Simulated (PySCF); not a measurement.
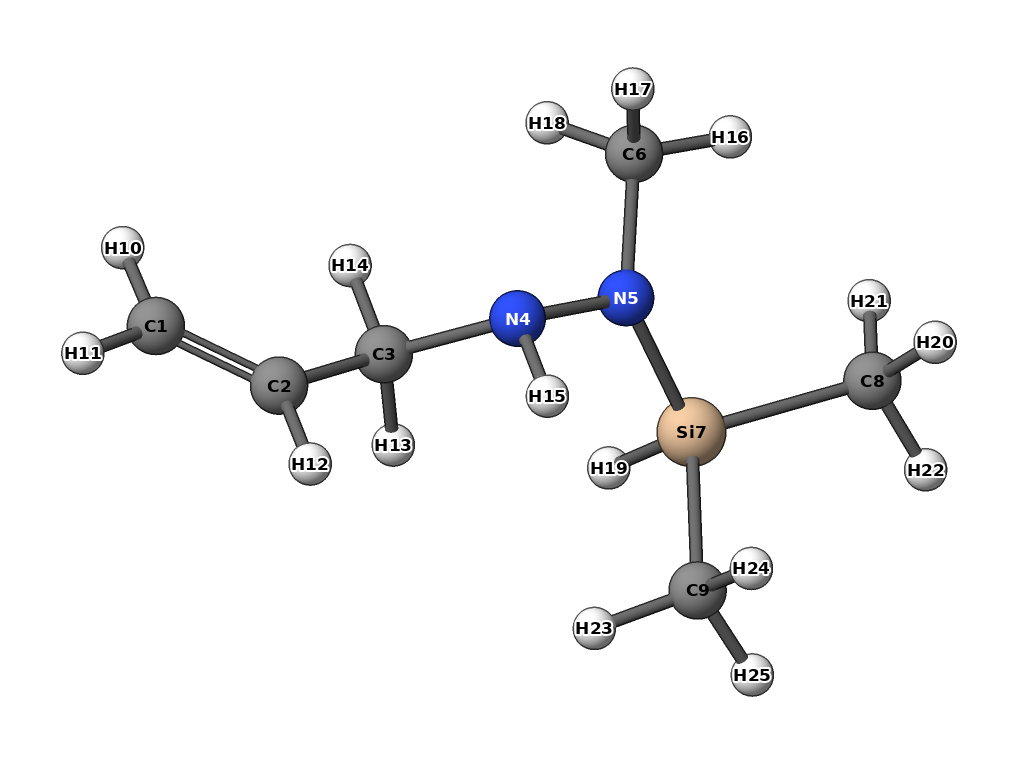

The questions are on isotropic NMR shieldings of the N atoms. Computed geometry: GFN2-xTB optimisation. No frequency run is at hand to confirm it as a minimum. Level of theory: GIAO PBE0/pcSseg-1 NMR shielding, non-relativistic, gas phase (PySCF 2.14.0).

List the isotropic NMR shieldings of the N atoms.

```json
{"atom": "N4", "σ (ppm)": "163.5"}
{"atom": "N5", "σ (ppm)": "192.0"}
```

The geometry is semi-empirical. Around Si such bond lengths and angles can be off by a tenth of an ångström or more and by several degrees, and values that hang on the shape move with them.
